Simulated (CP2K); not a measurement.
How far to go with the k-point mesh: KCaF3 (P4mm, 5 atoms in the cell)

```xyz
5
Lattice="4.4683 0.0000 0.0000 0.0000 4.4683 0.0000 0.0000 0.0000 4.4683" Properties=species:S:1:pos:R:3 pbc="T T T"
K      2.2341     2.2341     2.2841
Ca     0.0000     0.0000     0.0000
F      0.0000     2.2341     0.0000
F      2.2341     0.0000     0.0000
F      0.0000     0.0000     2.2341
```

Level of theory: PBEsol, GPW, DZVP-MOLOPT-SR-GTH basis, GTH-PBE potentials (GTH_POTENTIALS) run with CP2K.

Base settings: CUTOFF = 550 Ry; REL_CUTOFF = 50 Ry; KPOINTS/SCHEME = MONKHORST-PACK 3 3 3; XC_FUNCTIONAL = PBE:PBESOL; K/BASIS_SET = DZVP-MOLOPT-SR-GTH-q9; K/POTENTIAL = GTH-PBE-q9; Ca/BASIS_SET = DZVP-MOLOPT-SR-GTH-q10; Ca/POTENTIAL = GTH-PBE-q10; F/BASIS_SET = DZVP-MOLOPT-SR-GTH-q7; F/POTENTIAL = GTH-PBE-q7.

Moved along: GAMMA_CENTERED.

Only quantities that move along the ladder and can be compared are tabulated.

The starting cell comes from a database of computed structures (which also holds hypothetical and non-ambient phases and stackings), without a prior relaxation at this level. Its lattice was rescaled by up to half a per cent. One atom was moved a little off its site on purpose. Values carry the incompleteness of an atom-centred basis. The potentials were made for another functional than the one used.

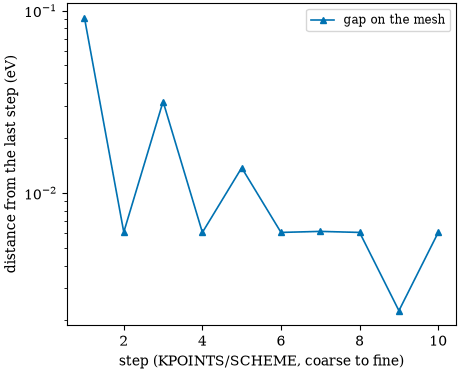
Figure. Distance from the last step along the ladder; very small values are drawn at a floor.

| KPOINTS/SCHEME | gap on the mesh (eV) |
|---|---|
| MONKHORST-PACK 3 3 3 | 6.217 |
| MONKHORST-PACK 4 4 4 | 6.120 |
| MONKHORST-PACK 5 5 5 | 6.158 |
| MONKHORST-PACK 6 6 6 | 6.120 |
| MONKHORST-PACK 7 7 7 | 6.140 |
| MONKHORST-PACK 8 8 8 | 6.120 |
| MONKHORST-PACK 9 9 9 | 6.132 |
| MONKHORST-PACK 10 10 10 | 6.120 |
| MONKHORST-PACK 11 11 11 | 6.128 |
| MONKHORST-PACK 12 12 12 | 6.120 |
| MONKHORST-PACK 13 13 13 | 6.126 |

The gap on the mesh jumps up and down from mesh to mesh; it is no smooth measure of convergence.

Left out of this page: 1 run of the series unsound by tests on forces, stress, charge or solver warnings.
